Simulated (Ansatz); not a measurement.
## A hypothetical structure for Sn2As3Ru2

This structure for Sn2As3Ru2 is made up. Its elements were placed in a known structure type with a cell scaled to their sizes. What cell does the guess relax to, and how far off was it?

Main program and level: Ansatz 0.2.0; DFT, r2SCAN, plane-wave PAW, files of the set soft_1, scalar-relativistic, no spin, cell and ions relaxed at zero pressure; PAW set soft_1, in the first sound run; inputs show where later runs differ.

### 1. The structure

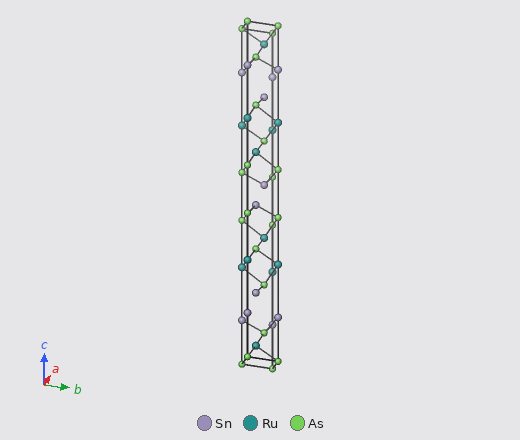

The starting structure, seen from a free direction (tin purple, ruthenium teal, arsenic green). This picture shows the conventional cell, with its axes. Bonds to atoms that aren't drawn are left out. Some periodic images of atoms are drawn too.

### 2. Relaxation of the guess

The guess takes its coordinates from another compound and its volume from a rule, so the cell and any free coordinates are relaxed together.

Contents of input.yaml:

```yaml
crystal:
  lattice:
    - [1.8955, 1.094367435, 11.111666667]
    - [-1.8955, 1.094367435, 11.111666667]
    - [0.0, -2.18873487, 11.111666667]
  atoms:
    - { symbol: Sn, position: [0.13083334, 0.13083334, 0.13083334] }
    - { symbol: Sn, position: [0.86916666, 0.86916666, 0.86916666] }
    - { symbol: Ru, position: [0.28853334, 0.28853334, 0.28853334] }
    - { symbol: Ru, position: [0.71146666, 0.71146666, 0.71146666] }
    - { symbol: As, position: [0.428566673, 0.428566673, 0.428566673] }
    - { symbol: As, position: [0.571433327, 0.571433327, 0.571433327] }
    - { symbol: As, position: [0.0, 0.0, 0.0] }
kpoints:
  mp_grid: { grid: [8, 8, 8] }
scf:
  occupations: { method: fermi_dirac, width: 0.05 }
hamiltonian:
  xc: r2scan
  pseudopotentials: { kind: paw, azcp: { folder: soft_1 } }
relax:
  f_tol: 0.015
  max_steps: 70
  cell: {}
output:
  forces: true
  stress: true
```

Launch:

```
> ansatz run input.yaml --threads 4 --pin off --max-ram 10240MiB --backend cpu --events-out ev --progress --plain --runs-dir out
```

Numbers of over 12 decimals in the logs are rounded to 6 here.

Log:

```text
basis.fft_grid_basis auto: the FFT boxes are laid along the combinations [[1, 0, -1], [0, 1, -1], [0, 0, 1]] of the cell's own vectors, 3.791, 3.791 and 11.325 Å long. The dense box has 30×30×90 points. Along the cell's own vectors, as sized, it would have 90×90×90, 9.00 times as many. Of the 12 symmetry operations that the crystal satisfies within crystal.symmetry.tolerance (time reversal apart; of a slab, those tha [...]
Engine: ansatz 0.2.0, x86_64-unknown-linux-gnu
Pseudopotentials: kind: paw
Pseudopotential: Sn, paw, valence charge 14, recommended cutoff 500 eV (meta_gga), soft_1/Sn.paw.azcp
Pseudopotential: Ru, paw, valence charge 16, recommended cutoff 500 eV (meta_gga), soft_1/Ru.paw.azcp
Pseudopotential: As, paw, valence charge 15, recommended cutoff 500 eV (meta_gga), soft_1/As.paw.azcp
Functional definition: r2SCAN
  parameter k0 = 0.174
  parameter k1 = 0.065
  parameter a1 = 4.9479
  exchange = r2scan_x(k0 = k0, k1 = k1, a1 = a1)
  correlation = r2scan_c
Crystal: 7 atoms, lattice volume = 138.298 Å³
Basis set: ecut = 500 eV, 3473 PW (Γ), FFT grids on a1−a3, a2−a3, a3, exchange–correlation on 120×120×360 points (64 copies of the dense FFT grid, shifted against one another)
Bands: 63, of which v1, the nominal top of the filled ones, is band 53 counted from 1 (52 counted from 0)
Symmetry: 12 space group operations
Space group: R-3m (ITA 166), of the structure as read, at distance tolerance 5.2e-5 Å
k-points: 65 of 512
Non-local potential: Sn, projectors of the file, l = 0: 2, l = 1: 2, l = 2: 2, l = 3: 1
Non-local potential: Ru, projectors of the file, l = 0: 3, l = 1: 2, l = 2: 2, l = 3: 1
Non-local potential: As, projectors of the file, l = 0: 2, l = 1: 2, l = 2: 3, l = 3: 1
PAW form: soft (Blöchl's): semilocal exchange-correlation on the pseudo side does not see the compensation charge
PAW frozen core: Sn, regenerated for the run's functional (the file was generated under x = pbe(κ = 0.804, μ = 0.219515), c = pbe(β = 0.066725))
PAW frozen core: Ru, regenerated for the run's functional (the file was generated under x = pbe(κ = 0.804, μ = 0.219515), c = pbe(β = 0.066725))
PAW frozen core: As, regenerated for the run's functional (the file was generated under x = pbe(κ = 0.804, μ = 0.219515), c = pbe(β = 0.066725))
PAW one-centre angular grid: Sn, 590 points (default); XC on 160 Gauss nodes
PAW one-centre angular grid: Ru, 590 points (default); XC on 160 Gauss nodes
PAW one-centre angular grid: As, 590 points (default); XC on 160 Gauss nodes
Initial density: superposition of atomic densities (chi_scale 0.1, normalization cell, long waves kept (reshape's long-wave potential 0.91 eV rms))
Initial wavefunctions: pseudopotential atomic-orbital guess
Functional: x = r2scan, c = r2scan; τ floored in thin density (d = 2e-4 eV/Å³)
SCF iter   1: F=—  HF=-38452.470715 eV  |F-HF|=—  |Δ(HF+E_count)|=         —  Δρ=1.05e-1  dr2=8.67e1  dr2_τ=1.10e0  ethr=3.10e-3  ⟨swp⟩=6.9  Hψ=15647  notcnv=0  defer=4
preconditioner: auto → Kerker (q_TF=auto, 2.606 Å⁻¹)  [metal: Δε(μ)=0.001 eV  Ē_g=7.577 eV  σ=0.050 eV  W_gap=0.01  n_scr=44 (ndim 8)  ℏωp=19.7 eV  f_vac=0.000  D(μ)=8.28/eV (n_scr^D=70)]
SCF iter   2: F=—  HF=-38449.369235 eV  |F-HF|=—  |Δ(HF+E_count)|=    3.10e0  Δρ=6.02e-2  dr2=7.25e0  dr2_τ=2.07e0  ethr=3.10e-3  ⟨swp⟩=3.1  Hψ=9186  notcnv=0  defer=112
SCF iter   3: F=—  HF=-38448.917899 eV  |F-HF|=—  |Δ(HF+E_count)|=   4.51e-1  Δρ=2.21e-2  dr2=3.66e0  dr2_τ=2.45e-2  ethr=3.10e-3  ⟨swp⟩=2.1  Hψ=5961  notcnv=0  defer=168
SCF iter   4: F=—  HF=-38448.824825 eV  |F-HF|=—  |Δ(HF+E_count)|=   9.31e-2  Δρ=9.42e-3  dr2=1.53e0  dr2_τ=5.38e-3  ethr=3.10e-3  ⟨swp⟩=2.0  Hψ=4433  notcnv=0  defer=168
SCF iter   5: F=—  HF=-38448.760571 eV  |F-HF|=—  |Δ(HF+E_count)|=   6.43e-2  Δρ=6.51e-3  dr2=4.29e-1  dr2_τ=4.02e-3  ethr=1.46e-3  ⟨swp⟩=2.0  Hψ=4870  notcnv=0  defer=169
SCF iter   6: F=—  HF=-38448.740267 eV  |F-HF|=—  |Δ(HF+E_count)|=   2.03e-2  Δρ=2.93e-3  dr2=6.19e-2  dr2_τ=6.79e-4  ethr=4.08e-4  ⟨swp⟩=2.0  Hψ=4433  notcnv=0  defer=169
SCF iter   7: F=—  HF=-38448.737569 eV  |F-HF|=—  |Δ(HF+E_count)|=   2.70e-3  Δρ=9.07e-4  dr2=1.94e-3  dr2_τ=4.78e-5  ethr=5.89e-5  ⟨swp⟩=1.8  Hψ=4201  notcnv=0  defer=163
SCF iter   8: F=—  HF=-38448.737685 eV  |F-HF|=—  |Δ(HF+E_count)|=   1.16e-4  Δρ=2.93e-4  dr2=2.01e-4  dr2_τ=9.17e-6  ethr=1.85e-6  ⟨swp⟩=2.0  Hψ=6200  notcnv=0  defer=163
SCF iter   9: F=—  HF=-38448.737703 eV  |F-HF|=—  |Δ(HF+E_count)|=   1.81e-5  Δρ=1.11e-4  dr2=5.35e-5  dr2_τ=1.07e-6  ethr=1.92e-7  ⟨swp⟩=2.0  Hψ=5311  notcnv=0  defer=163
SCF iter  10: F=—  HF=-38448.737746 eV  |F-HF|=—  |Δ(HF+E_count)|=   4.25e-5  Δρ=3.56e-5  dr2=2.43e-6  dr2_τ=3.29e-8  ethr=5.09e-8  ⟨swp⟩=2.3  Hψ=6960  notcnv=0  defer=163
SCF iter  11: F=—  HF=-38448.737746 eV  |F-HF|=—  |Δ(HF+E_count)|=   3.26e-8  Δρ=2.04e-5  dr2=1.24e-6  dr2_τ=6.73e-8  ethr=2.32e-9  ⟨swp⟩=2.0  Hψ=6830  notcnv=0  defer=163
SCF iter  12: F=-38448.737745 eV  HF=-38448.737745 eV  |F-HF|=1.21e-8  |Δ(HF+E_count)|=   4.00e-7  Δρ=6.25e-6  dr2=7.24e-8  dr2_τ=2.40e-9  ethr=9.52e-11  ⟨swp⟩=3.2  Hψ=18050  notcnv=0
SCF 1 converged in 12 iterations: F = -38448.737745 eV  dr2 = 7.24e-8
  greatest PAW one-centre occupation: 0.999 electrons in one spin orbital (limit 2), on the Ru atom at site 3 (counted from 0), in its partial waves of l = 0
relax step   1: F+E_penalty+E_count = -38448.73774521 eV  Δ(F+E_penalty+E_count) = +0.000e0 eV  max|allowed force component| = 2.947e0 eV/Å  Δτ_max = 0.0000 Å  P = +3.304 GPa  Ω = 138.298 Å³  (12 SCF iters, dr2 threshold 1.00e-7 eV, accepted)
Crystal: 7 atoms, lattice volume = 138.419 Å³
Basis set: ecut = 500 eV, 3491 PW (Γ), FFT grids on a1−a3, a2−a3, a3, exchange–correlation on 120×120×360 points (64 copies of the dense FFT grid, shifted against one another)
Initial density: handed on by an earlier stage of this run
Initial wavefunctions: those handed on with the density
iter 1 solved again at ethr=1.57e-3 eV; its pass at ethr=3.10e-3 eV (dr2=1.65e0 eV) is discarded
SCF iter   1: F=—  HF=-38449.333152 eV  |F-HF|=—  |Δ(HF+E_count)|=         —  Δρ=2.96e-2  dr2=1.69e0  dr2_τ=6.69e0  ethr=1.57e-3  ⟨swp⟩=1.3  Hψ=19860  notcnv=0
preconditioner: auto → Kerker (q_TF=auto, 2.605 Å⁻¹)  [metal: Δε(μ)=0.013 eV  Ē_g=13.725 eV  σ=0.050 eV  W_gap=0.06  n_scr=44 (ndim 8)  ℏωp=24.2 eV  f_vac=0.001  D(μ)=5.23/eV (n_scr^D=44)]
SCF iter   2: F=—  HF=-38450.613819 eV  |F-HF|=—  |Δ(HF+E_count)|=    1.28e0  Δρ=1.61e-2  dr2=2.17e-1  dr2_τ=4.37e-2  ethr=1.57e-3  ⟨swp⟩=2.6  Hψ=6106  notcnv=0
[...]
SCF iter   8: F=—  HF=-38451.564424 eV  |F-HF|=—  |Δ(HF+E_count)|=   4.78e-5  Δρ=6.52e-5  dr2=2.05e-5  dr2_τ=5.39e-7  ethr=1.20e-7  ⟨swp⟩=2.1  Hψ=6444  notcnv=0  defer=177
SCF iter   9: F=—  HF=-38451.564420 eV  |F-HF|=—  |Δ(HF+E_count)|=   4.16e-6  Δρ=3.08e-5  dr2=5.20e-6  dr2_τ=8.07e-8  ethr=1.96e-8  ⟨swp⟩=2.0  Hψ=5140  notcnv=0  defer=177
SCF iter  10: F=-38451.564420 eV  HF=-38451.564420 eV  |F-HF|=2.96e-7  |Δ(HF+E_count)|=   1.56e-7  Δρ=9.37e-6  dr2=3.45e-7  dr2_τ=4.84e-9  ethr=6.67e-10  ⟨swp⟩=3.8  Hψ=16612  notcnv=0
SCF 3 converged in 10 iterations: F = -38451.564420 eV  dr2 = 3.45e-7
relax step   3: F+E_penalty+E_count = -38451.56441958 eV  Δ(F+E_penalty+E_count) = -9.006e-1 eV  max|allowed force component| = 1.046e0 eV/Å  Δτ_max = 0.1909 Å  P = +1.395 GPa  Ω = 135.009 Å³  energy of the carried Pulay correction = +5.031e-4 eV  (10 SCF iters, dr2 threshold 7.00e-7 eV, accepted)
[...]
relax step   4: F+E_penalty+E_count = -38451.85122343 eV  Δ(F+E_penalty+E_count) = -2.868e-1 eV  max|allowed force component| = 8.594e-1 eV/Å  Δτ_max = 0.1981 Å  P = +2.554 GPa  Ω = 137.010 Å³  energy of the carried Pulay correction = +1.957e-4 eV  (10 SCF iters, dr2 threshold 7.00e-7 eV, accepted)
[...]
relax step   5: F+E_penalty+E_count = -38451.96328399 eV  Δ(F+E_penalty+E_count) = -1.121e-1 eV  max|allowed force component| = 5.509e-1 eV/Å  Δτ_max = 0.0959 Å  P = +2.273 GPa  Ω = 136.738 Å³  energy of the carried Pulay correction = +2.372e-4 eV  (8 SCF iters, dr2 threshold 7.00e-7 eV, accepted)
[...]
relax step   6: F+E_penalty+E_count = -38452.04808396 eV  Δ(F+E_penalty+E_count) = -8.480e-2 eV  max|allowed force component| = 1.823e-1 eV/Å  Δτ_max = 0.0892 Å  P = -0.219 GPa  Ω = 140.097 Å³  energy of the carried Pulay correction = -2.701e-4 eV  (8 SCF iters, dr2 threshold 7.00e-7 eV, accepted)
[...]
relax step   7: F+E_penalty+E_count = -38452.05396383 eV  Δ(F+E_penalty+E_count) = -5.880e-3 eV  max|allowed force component| = 3.694e-2 eV/Å  Δτ_max = 0.0181 Å  P = -0.012 GPa  Ω = 140.163 Å³  energy of the carried Pulay correction = -2.799e-4 eV  (8 SCF iters, dr2 threshold 7.00e-7 eV, accepted)
[...]
relax step   8: F+E_penalty+E_count = -38452.05408570 eV  Δ(F+E_penalty+E_count) = -1.219e-4 eV  max|allowed force component| = 1.562e-2 eV/Å  Δτ_max = 0.0044 Å  P = +0.085 GPa  Ω = 140.045 Å³  energy of the carried Pulay correction = -2.624e-4 eV  (6 SCF iters, dr2 threshold 8.53e-8 eV, accepted)
[...]
relax step   9: F+E_penalty+E_count = -38452.05413055 eV  Δ(F+E_penalty+E_count) = -4.485e-5 eV  max|allowed force component| = 2.609e-3 eV/Å  Δτ_max = 0.0023 Å  P = -0.024 GPa  Ω = 140.146 Å³  energy of the carried Pulay correction = -2.775e-4 eV  (6 SCF iters, dr2 threshold 2.02e-8 eV, accepted)
Initial wavefunctions: pseudopotential atomic-orbital guess (no wavefunctions were taken with the density)
iter 1 solved again at ethr=6.10e-8 eV; its pass at ethr=3.10e-3 eV (dr2=6.40e-5 eV) is discarded
SCF iter   1: F=—  HF=-38452.053623 eV  |F-HF|=—  |Δ(HF+E_count)|=         —  Δρ=2.30e-4  dr2=1.37e-6  dr2_τ=4.27e-7  ethr=6.10e-8  ⟨swp⟩=4.0  Hψ=27288  notcnv=0
preconditioner: auto → Kerker (q_TF=auto, 2.600 Å⁻¹)  [metal: Δε(μ)=0.005 eV  Ē_g=13.682 eV  σ=0.050 eV  W_gap=0.02  n_scr=44 (ndim 8)  ℏωp=24.1 eV  f_vac=0.001  D(μ)=2.28/eV (n_scr^D=6)]
SCF iter   2: F=—  HF=-38452.054214 eV  |F-HF|=—  |Δ(HF+E_count)|=   5.92e-4  Δρ=1.16e-4  dr2=3.68e-7  dr2_τ=4.53e-6  ethr=1.30e-9  ⟨swp⟩=2.0  Hψ=5366  notcnv=0
SCF iter   3: F=—  HF=-38452.054420 eV  |F-HF|=—  |Δ(HF+E_count)|=   2.06e-4  Δρ=3.89e-6  dr2=2.21e-8  dr2_τ=4.24e-9  ethr=3.50e-10  ⟨swp⟩=2.0  Hψ=5377  notcnv=0
SCF iter   4: F=—  HF=-38452.054421 eV  |F-HF|=—  |Δ(HF+E_count)|=   8.38e-8  Δρ=1.48e-6  dr2=4.86e-9  dr2_τ=3.93e-10  ethr=2.10e-11  ⟨swp⟩=2.4  Hψ=6121  notcnv=0
SCF iter   5: F=—  HF=-38452.054421 eV  |F-HF|=—  |Δ(HF+E_count)|=   4.16e-9  Δρ=6.47e-7  dr2=1.42e-9  dr2_τ=1.98e-11  ethr=4.63e-12  ⟨swp⟩=2.0  Hψ=5108  notcnv=0
SCF iter   6: F=—  HF=-38452.054421 eV  |F-HF|=—  |Δ(HF+E_count)|=  5.46e-10  Δρ=3.70e-7  dr2=6.98e-10  dr2_τ=1.56e-11  ethr=1.35e-12  ⟨swp⟩=2.0  Hψ=6590  notcnv=0
SCF iter   7: F=—  HF=-38452.054421 eV  |F-HF|=—  |Δ(HF+E_count)|=  5.09e-11  Δρ=2.04e-7  dr2=1.97e-10  dr2_τ=2.79e-12  ethr=1.00e-12  ⟨swp⟩=1.0  Hψ=4095  notcnv=0
SCF iter   8: F=-38452.054421 eV  HF=-38452.054421 eV  |F-HF|=0.00e0  |Δ(HF+E_count)|=    0.00e0  Δρ=4.97e-8  dr2=9.32e-12  dr2_τ=1.06e-13  ethr=1.00e-12  ⟨swp⟩=4.0  Hψ=12958  notcnv=0
SCF 10 converged in 8 iterations: F = -38452.054421 eV  dr2 = 9.32e-12
relax step  10: F+E_penalty+E_count = -38452.05442057 eV  Δ(F+E_penalty+E_count) = -2.900e-4 eV  max|allowed force component| = 2.586e-3 eV/Å  Δτ_max = 0.0000 Å  P = -0.022 GPa  Ω = 140.146 Å³  stress off target by 3.49e-2 GPa  SCF on the basis re-selected at this cell (its energy is not comparable with the rows above)  (8 SCF iters)
basis re-selected at this cell: Δ(F+E_penalty+E_count) = -2.900e-4 eV, ΔP = +0.002 GPa vs the last step (what re-selecting the basis moved, of the pressure what is left beyond the Pulay correction that the steps carried, after the strain that the cell walked since its last selection, with what the two solves' SCF thresholds leave and, on support functions, any second-order correction that the steps lacked; it is no m [...]
SCF converged after 8 iterations
Free energy (F): -38452.054421 eV
Harris-Foulkes:  -38452.054421 eV  (|F-HF|=0.00e0)
Internal energy: -38452.034749 eV  (E = F + TS)
E sigma→0 (E₀):  -38452.044585 eV
Entropy (-TS):   -0.019671 eV (-2.810 meV/atom)
Fermi energy:    13.270542 eV
--- Per-component energies (eV) ---
  E_band       = -1163.343331
  E_kinetic    = 1552.052830
  E_local      = -14953.077548  (includes V_loc(G=0)·N_el)
  E_nonlocal   = -53.289981
  E_hartree    = 7376.454499
  E_xc         = -755.738368
  E_vxc        = -884.424135  (∫ρ·V_xc dr)
  E_paw        = -21908.714938  (= ΣΔE_a)
  E_vpaw       = -1635.895158  (= ΣTr[D̂ρ^β])
  E_aug_tail   = 0.001568  (compensation charges beyond the density's cutoff)
  E_vtau       = 58.380335  (kinetic-family band-sum trace: ∫τ·v_τ [+ j·A + Jᵃ·Aᵃ] dr)
  E_ewald      = -9706.199365
  E_core_change = -3.523445  (= ΣΔE_core)
  E_smearing   = -0.019671  (= −TS)
  E_closure    = 0.000000  (closes the sum)
  Σ components = -38452.054421   (vs F -38452.054421, Δ=0.00e0)
--- Forces (eV/Å), atoms counted from 1 ---
  atom   1  Sn    -0.00000000    -0.00000000    -0.00174091
  atom   2  Sn     0.00000000     0.00000000     0.00174091
  atom   3  Ru     0.00000000     0.00000000    -0.00258622
  atom   4  Ru    -0.00000000    -0.00000000     0.00258622
  atom   5  As     0.00000000     0.00000000     0.00108961
  atom   6  As    -0.00000000    -0.00000000    -0.00108961
  atom   7  As     0.00000000     0.00000000     0.00000000
  max |Σ_I F_I| component: 1.30e-18 eV/Å
--- Stress (GPa, compression-positive) ---
       -0.034913      -0.000000      -0.000000
       -0.000000      -0.034913      -0.000000
       -0.000000      -0.000000       0.002477
  P = ⅓ Tr σ = -0.0224 GPa (-0.224 kbar)
--- Relaxed structure (9 steps of the walk, 9 accepted, 1 SCFs on fresh bases) ---
  F+E_penalty+E_count = -38452.05442057 eV   max|allowed force component| = 2.586e-3 eV/Å   (the final SCF, on the basis selected at the relaxed cell)
  cell:  # Å, volume = 140.1464 Å³
    - [1.900445, 1.097222, 11.201622]
    - [-1.900445, 1.097222, 11.201622]
    - [0, -2.194444, 11.201622]
  atoms:
    - { symbol: Sn, position: [0.133284, 0.133284, 0.133284] }
    - { symbol: Sn, position: [0.866716, 0.866716, 0.866716] }
    - { symbol: Ru, position: [0.303324, 0.303324, 0.303324] }
    - { symbol: Ru, position: [0.696676, 0.696676, 0.696676] }
    - { symbol: As, position: [0.407513, 0.407513, 0.407513] }
    - { symbol: As, position: [0.592487, 0.592487, 0.592487] }
    - { symbol: As, position: [-5.984496767102112e-19, -5.98449676710211e-19, -5.984496767102109e-19] }
```

The job ended after 77 s (4 threads of Intel Xeon 6975P-C (Granite Rapids), shared host; peak memory 1.3 GiB).

Relaxation path:

```
step  energy less that of the first step (eV)  largest force component (eV/Å)  pressure (GPa)  volume (Å³)
   1                                   0.0000                          2.9469            3.30       138.30
   2                                  -1.9261                          1.9904           -1.56       138.42
   3                                  -2.8267                          1.0458            1.40       135.01
   4                                  -3.1135                          0.8594            2.55       137.01
   5                                  -3.2255                          0.5509            2.27       136.74
   6                                  -3.3103                          0.1823           -0.22       140.10
   7                                  -3.3162                          0.0369           -0.01       140.16
   8                                  -3.3163                          0.0156            0.09       140.05
   9                                  -3.3164                          0.0026           -0.02       140.15
 10*                                  -3.3167                          0.0026           -0.02       140.15
```

Relaxation steps marked * repeat the geometry before them on a plane-wave basis chosen anew for their cell, so energy and pressure can jump there.

Forces are held to the 12 operations that the run works with; a distortion that breaks them can't arise in this run.

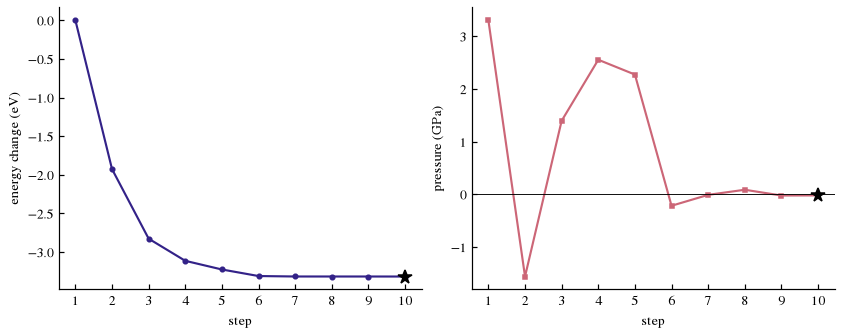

Energy and pressure along the relaxation. Stars mark steps on a basis chosen anew.

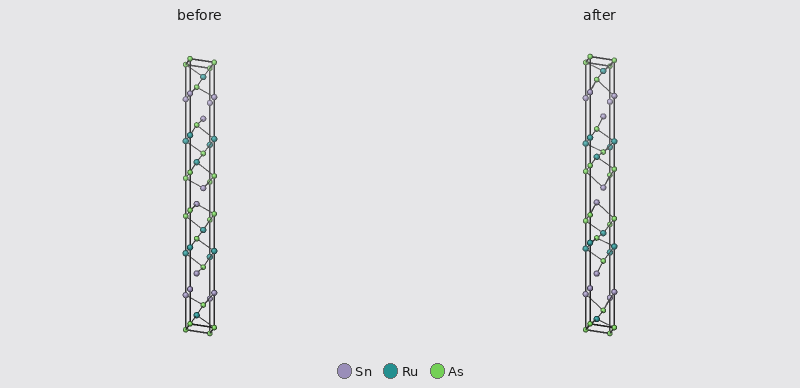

Before and after, at one scale. Bonds to atoms that aren't drawn are left out.

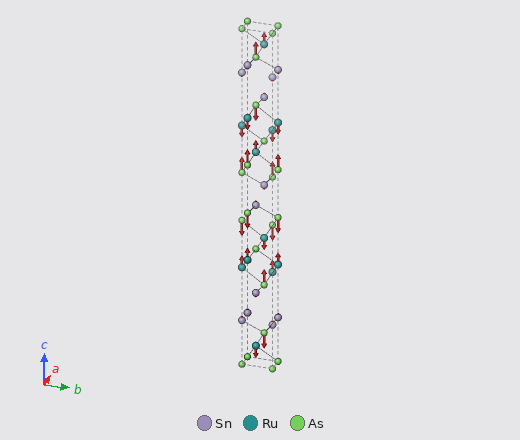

Displacements in the relaxation, exaggerated, measured against the changing cell; the longest in the cell stands for 0.71 Å. Bonds to atoms that aren't drawn are left out. Some periodic images of atoms are drawn too.

```
conventional cell, symmetrised  before   after  change
                         a (Å)   3.791   3.801  +0.3 %
                         b (Å)   3.791   3.801  +0.3 %
                         c (Å)  33.335  33.605  +0.8 %
              volume (Å³/atom)   19.76   20.02  +1.3 %
```

The atoms that moved most (Å, as changes of fractional coordinates times the final cell):

```
atom     dx     dy      dz  length
 As5  0.000  0.000  -0.708   0.708
 As6  0.000  0.000   0.708   0.708
 Ru4  0.000  0.000  -0.497   0.497
 Ru3  0.000  0.000   0.497   0.497
 Sn2  0.000  0.000  -0.082   0.082
 Sn1  0.000  0.000   0.082   0.082
```

Numbers from this step:

```yaml
free_energy: -38452.0544 eV
energy_at_zero_smearing: -38452.0446 eV
smearing_term_ts: 0.01967 eV
fermi_energy: 13.27 eV
electrons: 105
symmetry_operations: 12
pressure: -0.02245 GPa
```

The shortest distance of each pair, which need not be the same contact before and after:

```
 pair  guess (Å)  relaxed (Å)
As–Ru      2.650        2.415
As–Sn      2.490        2.960
Ru–Ru      3.703        2.981
Sn–Sn      3.240        3.138
As–As      3.791        3.321
```

The relaxation ends with a largest force component of 0.0026 eV/Å and a pressure of -0.02 GPa.

[end of part 1 of 2]

[Logs are printed without paths, hosts, clocks, repeated set-up lines and the standing remarks that a program may print on its own settings, such as how far it seeks lower states.]

[Hosts, paths, dates, database ids (printed as entryN), source tags and the programs' standing remarks are cut or masked in the printed files.]
